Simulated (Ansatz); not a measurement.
# C2H7B (SMILES BCC): PBE0/cc-pVDZ

What is the electronic atomisation energy of C2H7B at PBE0/cc-pVDZ? 

The calculation is run with Ansatz 0.2.0.

47 further runs of the same task are left out: 47 set aside as unsound or not needed. Runs told in other sessions of the task aren't counted.

## Step 1: The structure to begin with

C2H7B has 10 atoms, charge 0, and is taken as a singlet. SMILES: `BCC`. The shape is that of a PBE0-D4/def2-TZVP optimisation.

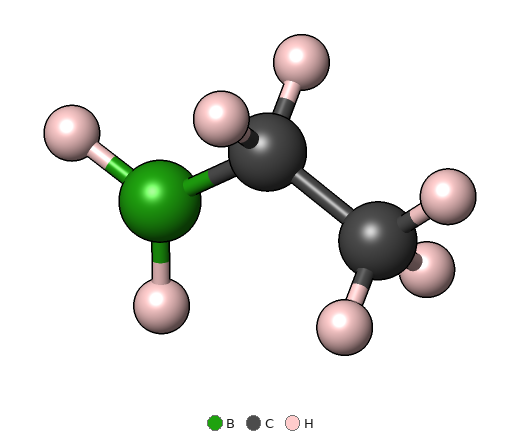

Viewed from a chosen angle; boron green, carbon dark grey, hydrogen pink.

## Step 2: A single-point energy at PBE0/cc-pVDZ

File run.yaml:

```yaml
crystal:
  periodic: [false, false, false]
  atoms:
    - {symbol: B, position_ang: [-0.923200, 0.854800, -0.729500]}
    - {symbol: C, position_ang: [0.421700, 0.293700, -0.199000]}
    - {symbol: C, position_ang: [0.384700, -0.913600, 0.727600]}
    - {symbol: H, position_ang: [-1.979600, 0.366600, -0.436300]}
    - {symbol: H, position_ang: [-0.919600, 1.807100, -1.458300]}
    - {symbol: H, position_ang: [0.950700, 1.138100, 0.271400]}
    - {symbol: H, position_ang: [1.046800, 0.094100, -1.084500]}
    - {symbol: H, position_ang: [1.384300, -1.226700, 1.039300]}
    - {symbol: H, position_ang: [-0.190300, -0.697600, 1.631400]}
    - {symbol: H, position_ang: [-0.092300, -1.767800, 0.240900]}
basis:
  gaussian:
    orbitals: cc-pVDZ
hamiltonian:
  xc: pbe0
accuracy: high
output:
  orbitals: {seedname: orbitals}
```

Started as:

```
$ ansatz run run.yaml --threads 1 --pin off --max-ram 2610MiB --events-out events.jsonl --progress --plain --runs-dir runs
```

The log of the run:

```text
Warning: RAYON_NUM_THREADS=1 ignored (pool sized by the plan → 1); use --threads N
Functional definition: PBE0
  name "PBE0"
  parameter a = 0.25
  parameter kappa = 0.804
  parameter beta = 0.06672455060314922
  exchange = (1 - a)*pbe_x(kappa = kappa, mu = beta*pi^2/3) + a*exact_x
  correlation = pbe_c(beta = beta)
1881 factors; integrals over basis functions are off by at most 3.1e-9 eV
mean field evaluation 1: about -2855.1059 eV, gradient 4.4e1 eV
mean field evaluation 2: about -2853.8329 eV, gradient 4.9e1 eV
mean field evaluation 4: about -2860.1326 eV, gradient 7.6e-1 eV
mean field evaluation 8: about -2860.1338 eV, gradient 1.4e-2 eV
mean field evaluation 16: about -2860.1338 eV, gradient 1.0e-7 eV
mean field -2860.13384171 eV, -105.1079800147 hartree, gradient 2.1e-8 eV, S^2 0.000000; 0 other end points of the search recorded, 0 dependent functions left out
reference -2860.13384421 eV, -105.1079801065 hartree; 12, 12 occupied and 65, 65 virtual orbitals, 1881 factors
Total energy: -2860.13384421 eV, -105.1079801065 hartree
```

Wall time 4.8 s (1 thread of Arm Neoverse V1, shared host); peak memory 0.21 GiB.

## Step 3: The B atom at the same level

File job.yaml:

```yaml
basis:
  gaussian:
    orbitals: cc-pVDZ
crystal:
  periodic: [false, false, false]
  atoms:
    - symbol: B
      position_ang: [0.000000, 0.000000, 0.000000]
magnetization:
  spin_polarized: true
  initial_magnetization: 1
hamiltonian:
  xc: pbe0
accuracy: high
```

Started as:

```
$ ansatz run job.yaml --threads 1 --pin off --max-ram 2610MiB --events-out events.jsonl --progress --plain --runs-dir runs
```

The log of the run:

```text
Warning: RAYON_NUM_THREADS=1 ignored (pool sized by the plan → 1); use --threads N
Functional definition: PBE0
  name "PBE0"
  parameter a = 0.25
  parameter kappa = 0.804
  parameter beta = 0.06672455060314922
  exchange = (1 - a)*pbe_x(kappa = kappa, mu = beta*pi^2/3) + a*exact_x
  correlation = pbe_c(beta = beta)
96 factors; integrals over basis functions are off by at most 1.0e-9 eV
mean field evaluation 1: about -669.7725 eV, gradient 2.3e0 eV
mean field evaluation 2: about -669.8282 eV, gradient 4.6e-1 eV
mean field evaluation 4: about -669.8305 eV, gradient 4.7e-1 eV
mean field evaluation 8: about -669.8333 eV, gradient 2.7e-4 eV
mean field evaluation 16: about -669.8333 eV, gradient 1.2e-8 eV
mean field -669.83334165 eV, -24.6159212763 hartree, gradient 1.2e-8 eV, S^2 0.753232; 0 other end points of the search recorded, 0 dependent functions left out
reference -669.83334323 eV, -24.6159213342 hartree; 3, 2 occupied and 11, 12 virtual orbitals, 96 factors
Total energy: -669.83334323 eV, -24.6159213342 hartree
```

It took 0.36 s on 1 thread of Arm Neoverse V1, shared host.

## Step 4: The C atom

File run.yaml:

```yaml
crystal:
  periodic: [false, false, false]
  atoms:
    - symbol: C
      position_ang: [0.000000, 0.000000, 0.000000]
basis:
  gaussian:
    orbitals: cc-pVDZ
magnetization:
  spin_polarized: true
  initial_magnetization: 2
hamiltonian:
  xc: {name: PBE0}
accuracy: high
```

Started as:

```
$ ansatz run run.yaml --threads 1 --pin off --max-ram 2610MiB --events-out events.jsonl --progress --plain --runs-dir runs
```

The log of the run:

```text
Warning: RAYON_NUM_THREADS=1 ignored (pool sized by the plan → 1); use --threads N
Functional definition: PBE0
  name "PBE0"
  parameter a = 0.25
  parameter kappa = 0.804
  parameter beta = 0.06672455060314922
  exchange = (1 - a)*pbe_x(kappa = kappa, mu = beta*pi^2/3) + a*exact_x
  correlation = pbe_c(beta = beta)
96 factors; integrals over basis functions are off by at most 1.3e-9 eV
mean field evaluation 1: about -1028.4861 eV, gradient 3.4e0 eV
mean field evaluation 2: about -1028.5584 eV, gradient 8.1e-1 eV
mean field evaluation 4: about -1028.5632 eV, gradient 2.3e-1 eV
mean field evaluation 8: about -1028.5635 eV, gradient 4.2e-5 eV
mean field -1028.56354602 eV, -37.7990131308 hartree, gradient 4.9e-8 eV, S^2 2.002560; 0 other end points of the search recorded, 0 dependent functions left out
reference -1028.56354732 eV, -37.7990131785 hartree; 4, 2 occupied and 10, 12 virtual orbitals, 96 factors
Total energy: -1028.56354732 eV, -37.7990131785 hartree
```

Run time: 0.3 s. Hardware: 1 thread of Arm Neoverse V1, shared host.

## Step 5: The H atom at the same level

File run.yaml:

```yaml
crystal:
  periodic: [false, false, false]
  atoms:
    - {symbol: H, position_ang: [0.000000, 0.000000, 0.000000]}
basis:
  gaussian: {orbitals: cc-pVDZ}
magnetization: {spin_polarized: true, initial_magnetization: 1}
hamiltonian: {xc: {name: PBE0}}
accuracy: high
```

Run the same way, it converges to -0.50029 Eh (log not shown).

## Step 6: Results

At PBE0/cc-pVDZ:

| quantity | value |
| --- | --- |
| molecule: total energy | -105.10798 Eh |
| molecule: HOMO energy | -8.71 eV |
| molecule: LUMO energy | -1.13 eV |
| molecule: HOMO–LUMO gap | 7.58 eV |
| B atom: total energy | -24.61592 Eh |
| B atom: ⟨S²⟩ | 0.753 |
| C atom: total energy | -37.79901 Eh |
| C atom: ⟨S²⟩ | 2.003 |
| H atom: total energy | -0.50029 Eh |
| H atom: ⟨S²⟩ | 0.750 |
| electronic atomisation energy | 37.878 eV |

**Reading.** Taking the molecule apart into free atoms costs 37.88 eV (3655 kJ/mol), before zero-point energy and without spin-orbit coupling.
